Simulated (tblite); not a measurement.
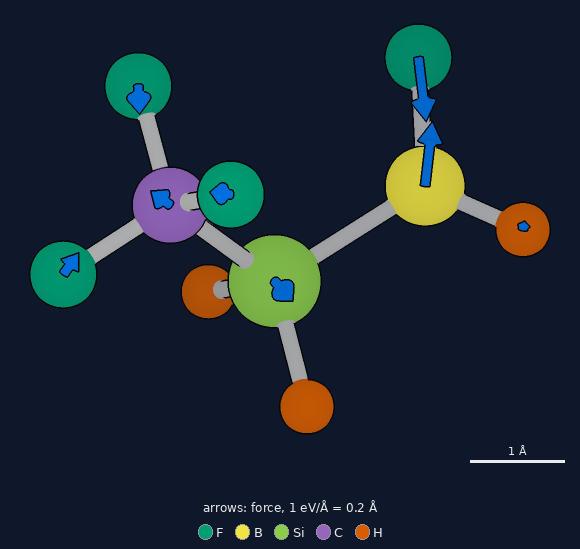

Starting geometry of CH₃BF₄Si with the computed forces as blue arrows. Style: ball-and-stick. Shown at a tilt.

The calculation used tblite 0.8.0, GFN2-xTB geometry optimisation, gas phase. 

**Is this structure relaxed? If not, where do the atoms go?**

It isn't relaxed: the largest force vector, on an F atom, is 3.72 eV/Å. The final displacements follow the starting forces only in part (cosine between the two patterns 0.37). The largest move after the best rigid fit is that of an F atom, 1.64 Å. Largest moves by element: F 1.64 Å, H 1.54 Å, Si 0.16 Å, B 0.15 Å, C 0.11 Å. Among the contacts that change: B–F 1.460 → 1.311 Å, C–Si 1.863 → 1.957 Å, B–Si 1.925 → 1.982 Å, C–F 1.399 → 1.352 Å. Among the angles between lasting bonds that change: B–Si–H 110.1° → 118.6°, B–Si–H 109.1° → 116.9°, C–Si–H 108.8° → 101.4°. Groups turn about B–Si by about 100°. The energy falls by 17.9 kcal/mol in 127 geometry steps.
